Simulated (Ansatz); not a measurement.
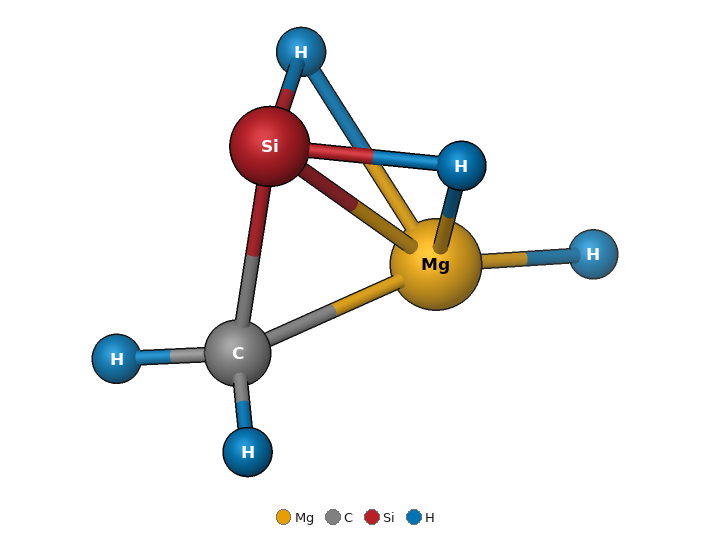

Starting geometry of the run.

Ansatz 0.2.0 input:

```yaml
crystal:
  periodic: [false, false, false]
  atoms:
    - {symbol: Mg, position_ang: [-1.021796, 0.210095, -0.606047]}
    - {symbol: C, position_ang: [0.630002, 0.805734, 0.523839]}
    - {symbol: Si, position_ang: [0.938880, -1.119583, 0.409470]}
    - {symbol: H, position_ang: [-2.512847, 0.310604, -1.524655]}
    - {symbol: H, position_ang: [0.544347, 1.114865, 1.572165]}
    - {symbol: H, position_ang: [1.474009, 1.351777, 0.086328]}
    - {symbol: H, position_ang: [0.543127, -1.191293, -1.138411]}
    - {symbol: H, position_ang: [-0.595712, -1.482188, 0.677291]}
basis:
  gaussian: {orbitals: "def2-TZVPPD.json"}
total_charge: -1
hamiltonian: {xc: pbe, dispersion: d4}
```

Command:

```sh
ansatz run in.yaml --threads 2 --pin off --events-out ev --progress --plain --max-ram 4352MiB
```

What the program printed:

```
Functional definition: PBE
  name "PBE"
  cite "Perdew, Burke & Ernzerhof, Phys. Rev. Lett. 77, 3865 (1996) doi:10.1103/PhysRevLett.77.3865"
  parent pbe
  parameter kappa = 0.804
  parameter beta = 0.06672455060314922
  exchange = pbe_x(kappa = kappa, mu = beta*pi^2/3)
  correlation = pbe_c(beta = beta)
1082 factors; their error is unknown
mean field evaluation 1: about -14425.5197 eV, gradient 4.8e1 eV
mean field evaluation 2: about -14396.4653 eV, gradient 9.3e1 eV
mean field evaluation 4: about -14431.6288 eV, gradient 6.0e0 eV
mean field evaluation 8: about -14431.7648 eV, gradient 1.7e-1 eV
mean field evaluation 16: about -14431.7342 eV, gradient 1.6e-4 eV
mean field -14431.73424550 eV, -530.3564513415 hartree, gradient 5.3e-5 eV, S^2 0.000000; 0 other end points of the search recorded, 0 dependent functions left out
reference -14431.73430936 eV, -530.3564536883 hartree; 19, 19 occupied and 186, 186 virtual orbitals, 1082 factors
Total energy: -14431.94352001 eV, -530.3641420376 hartree
```
